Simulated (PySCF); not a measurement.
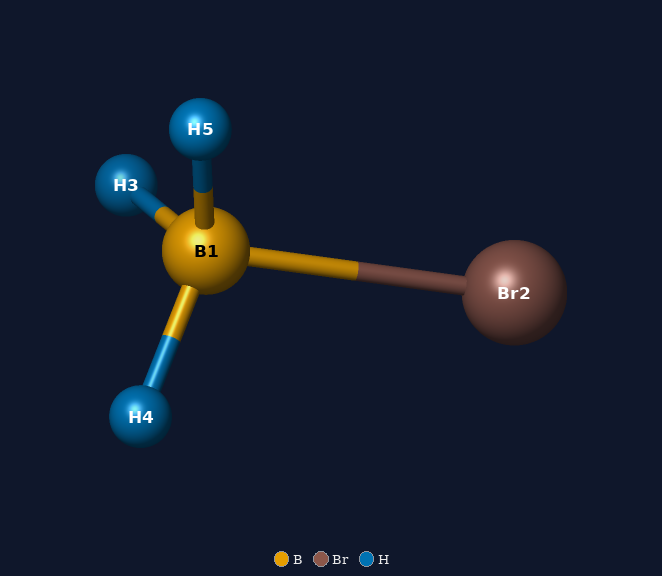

The species has charge −1 and is a spin singlet. Computed geometry: PBE0-D3(BJ)/def2-SVP optimisation. No frequency run is at hand to confirm it as a minimum. Electric field gradients from the ground-state density, B3LYP/pcJ-1 (pcSseg-1 on Br) (PySCF 2.14.0), non-relativistic apart from any core potentials.

Give the largest field-gradient component, the quadrupole coupling constant and the asymmetry for 11B at B1 (Q = 40.59 mb), 79Br at Br2 (Q = 313 mb), 2H at H3 (Q = 2.86 mb).

```csv
atom,V_zz (a.u.),e²qQ/h (MHz),η
B1,0.276,2.64,0.00
Br2,3.886,285.8,0.00
H3,0.189,0.127,0.06
```
